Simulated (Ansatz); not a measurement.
# SnTe (SMILES [Sn][Te]): r2SCAN0/STO-3G

Aim: the vertical ionisation energy of SnTe at r2SCAN0/STO-3G, from 2 runs. 

The results are computed with Ansatz 0.2.0.

48 further runs of the same task are left out: 11 that didn't finish, 37 set aside as unsound or not needed.

### Step 1. The molecule

SnTe: 2 atoms, total charge 0, spin state singlet. As SMILES, `[Sn][Te]`. The shape comes from GFN2-xTB, which is rough for such elements, and wasn't checked as a minimum.

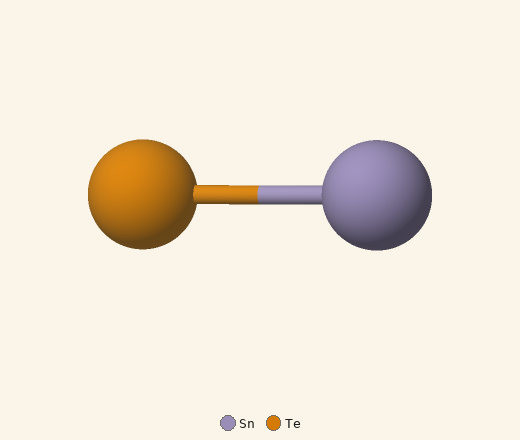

The structure, seen from a chosen angle (tin purple, tellurium orange).

### Step 2. The energy at r2SCAN0/STO-3G

Contents of in.yaml:

```yaml
crystal:
  periodic: [false, false, false]
  atoms:
    - {symbol: Sn, position_ang: [0.000000, 0.000000, 0.000000]}
    - {symbol: Te, position_ang: [0.000000, 0.000000, 2.536770]}
basis:
  gaussian: {orbitals: STO-3G}
hamiltonian: {xc: {name: r2SCAN0}}
accuracy: high
```

Started as:

```bash
$ ansatz run in.yaml --threads 1 --pin off --max-ram 2610MiB --events-out events.jsonl --progress --plain --runs-dir runs
```

The log of the run:

```text
Warning: RAYON_NUM_THREADS=1 ignored (pool sized by the plan → 1); use --threads N
Functional definition: r2SCAN0
  name "r2SCAN0"
  parameter a = 0.25
  parameter k0 = 0.174
  parameter k1 = 0.065
  parameter a1 = 4.9479
  exchange = (1 - a)*r2scan_x(k0 = k0, k1 = k1, a1 = a1) + a*exact_x
  correlation = r2scan_c
827 factors; integrals over basis functions are off by at most 4.7e-9 eV
mean field evaluation 1: about -340552.5972 eV, gradient 1.8e1 eV
mean field evaluation 2: about -340522.4054 eV, gradient 7.1e1 eV
mean field evaluation 4: about -340555.6438 eV, gradient 1.0e0 eV
mean field evaluation 8: about -340555.6483 eV, gradient 5.7e-2 eV
mean field evaluation 16: about -340555.6483 eV, gradient 1.7e-8 eV
mean field -340555.64832350 eV, -12515.1892389792 hartree, gradient 1.5e-8 eV, S^2 0.000000; 0 other end points of the search recorded, 0 dependent functions left out
reference -340555.64832378 eV, -12515.1892389896 hartree; 51, 51 occupied and 3, 3 virtual orbitals, 827 factors
Total energy: -340555.64832378 eV, -12515.1892389896 hartree
```

Run time: 2.5 s. Hardware: 1 thread of AMD EPYC 9R45 (Zen 5), shared host; peak memory 0.23 GiB.

### Step 3. The doublet cation, same level

Contents of run.yaml:

```yaml
crystal:
  periodic: [false, false, false]
  atoms:
    - {symbol: Sn, position_ang: [0.000000, 0.000000, 0.000000]}
    - {symbol: Te, position_ang: [0.000000, 0.000000, 2.536770]}
basis:
  gaussian: {orbitals: STO-3G}
total_charge: 1
magnetization: {spin_polarized: true, initial_magnetization: 1}
accuracy: high
hamiltonian: {xc: {name: r2SCAN0}}
```

Started as:

```bash
$ ansatz run run.yaml --threads 1 --pin off --max-ram 2610MiB --events-out events.jsonl --progress --plain --runs-dir runs
```

The log of the run, shortened:

```text
Warning: RAYON_NUM_THREADS=1 ignored (pool sized by the plan → 1); use --threads N
[... 8 set-up lines as earlier in the session ...]
827 factors; integrals over basis functions are off by at most 4.7e-9 eV
mean field evaluation 1: about -340542.3332 eV, gradient 1.9e1 eV
mean field evaluation 2: about -340485.8223 eV, gradient 5.7e1 eV
mean field evaluation 4: about -340549.1465 eV, gradient 2.5e-1 eV
mean field evaluation 8: about -340549.1460 eV, gradient 1.5e-1 eV
mean field evaluation 16: about -340549.1483 eV, gradient 8.1e-4 eV
mean field evaluation 32: about -340549.1281 eV, gradient 6.6e-3 eV
mean field -340549.14829228 eV, -12514.9503672377 hartree, gradient 6.4e-8 eV, S^2 0.794751; 3 other end points of the search recorded, 0 dependent functions left out
reference -340549.14829285 eV, -12514.9503672590 hartree; 51, 50 occupied and 3, 4 virtual orbitals, 827 factors
Total energy: -340549.14829285 eV, -12514.9503672590 hartree
```

Run time: 14 s. Hardware: 1 thread of AMD EPYC 9R45 (Zen 5), shared host; peak memory 0.46 GiB.

### Step 4. Results

Level: r2SCAN0/STO-3G.

| quantity | value |
| --- | --- |
| singlet SnTe: total energy | -12515.18924 Eh |
| doublet cation: total energy | -12514.95037 Eh |
| doublet cation: ⟨S²⟩ | 0.795 |
| vertical ionisation energy (to the doublet cation) | 6.500 eV |

In words: Removing an electron at fixed nuclei costs 6.50 eV (150 kcal/mol). In a minimal basis such a difference can be off by several eV, whatever the method. Relativity is left out (singlet SnTe) although the molecule holds a heavy atom. Relativity is left out (doublet cation) although the molecule holds a heavy atom.
